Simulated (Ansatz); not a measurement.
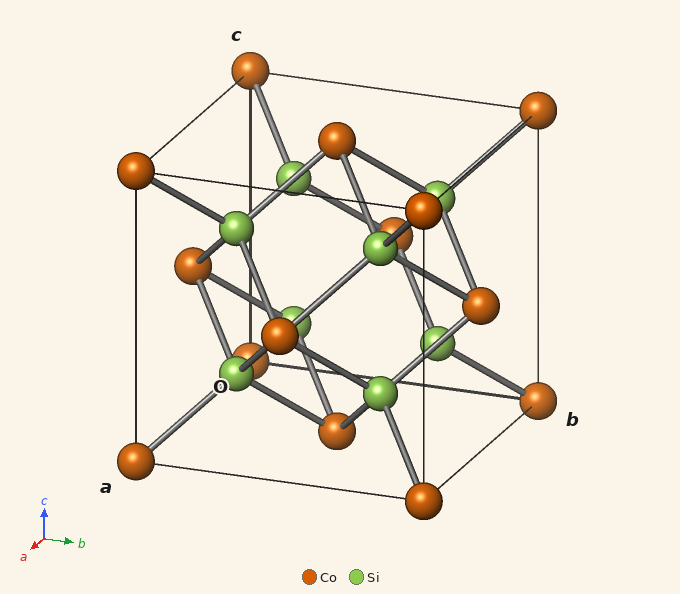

Crystal: CoSi₂, a calculation's input that goes back to an entry of the Crystallography Open Database (an earlier step may have relaxed or displaced it). One unit cell is drawn above. Geometry calculated from the standardised cell; symmetry tolerance 0.002 Å.

```
Co Si
1.0
     5.31506    0.00000    0.00000
     0.00000    5.31506    0.00000
     0.00000    0.00000    5.31506
Co Si
4 8
Cartesian
  0.0000 0.0000 0.0000
  0.0000 2.6575 2.6575
  2.6575 0.0000 2.6575
  2.6575 2.6575 0.0000
  1.3288 3.9863 3.9863
  1.3288 1.3288 3.9863
  1.3288 1.3288 1.3288
  1.3288 3.9863 1.3288
  3.9863 3.9863 1.3288
  3.9863 1.3288 1.3288
  3.9863 1.3288 3.9863
  3.9863 3.9863 3.9863
```

**What is its point group?**

m-3m (Oh), order 48, cubic system: three fourfold axes, four threefold axes, six twofold axes, nine mirror planes, an inversion centre.

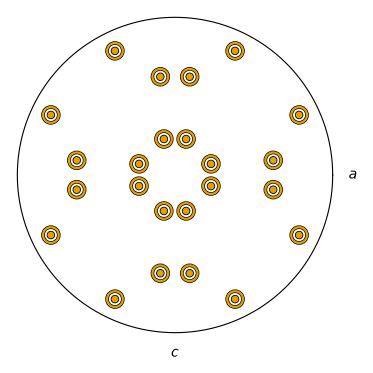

Stereographic projection: filled dots lie in the upper hemisphere, open rings in the lower. The poles are one general form. The b axis points at the viewer.

**What does this class allow?**

Class m-3m is centrosymmetric, so neither piezoelectric nor pyroelectric; it is not chiral. Its Laue class is m-3m.
